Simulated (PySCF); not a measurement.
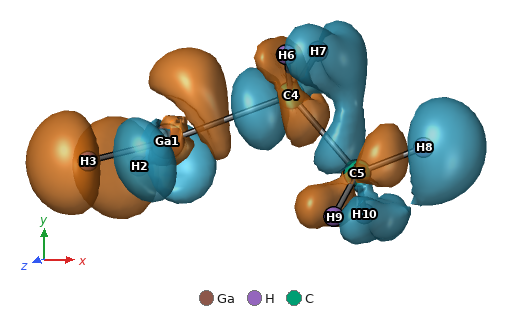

Figure. GaH2Et (C$_{2}$H$_{7}$Ga). Change of the electron density in a uniform field of 0.41 V/Å, surfaces at ±0.004 e/Å³ (light blue: gain, orange: loss).

PySCF calculation, PBE/def2-SVP, gas phase; geometry: GFN2-xTB. No frequency check shows the geometry to be a minimum. A basis without diffuse functions makes polarisabilities too small. GFN2-xTB bond lengths at metals and heavier atoms can be off by up to 0.1 Å and shapes distorted, which carries into these values.

Coordinates in Å:

```
Ga1     -0.8240   -0.0384    0.0011
H2      -1.6103   -0.5375   -1.2840
H3      -1.6762   -0.2416    1.3246
C4       1.0796    0.6907   -0.0363
C5       2.1210   -0.4406    0.0266
H6       1.2404    1.3740    0.8092
H7       1.2435    1.2738   -0.9533
H8       3.1341   -0.0377   -0.0054
H9       2.0109   -1.0156    0.9479
H10      1.9986   -1.1246   -0.8153
```

Along which Cartesian direction does the field point?

Answer. Along −x: electrons gather on the +x side, against the field.

How large is the response?

Answer. The induced dipole is 1.29 D (along the field); α along this axis, from the fields in both directions, is 64 bohr³ (9.5 Å³).

Which atoms gain and lose the most charge?

Answer. Electrons gather most on H8 (Hirshfeld charge changes by −0.020 e) and leave H3 most (+0.018 e); 0.104 electrons are displaced in all.

Run time: 26 s on 1 thread of Arm Neoverse V2 (shared host), peak memory 0.41 GiB.
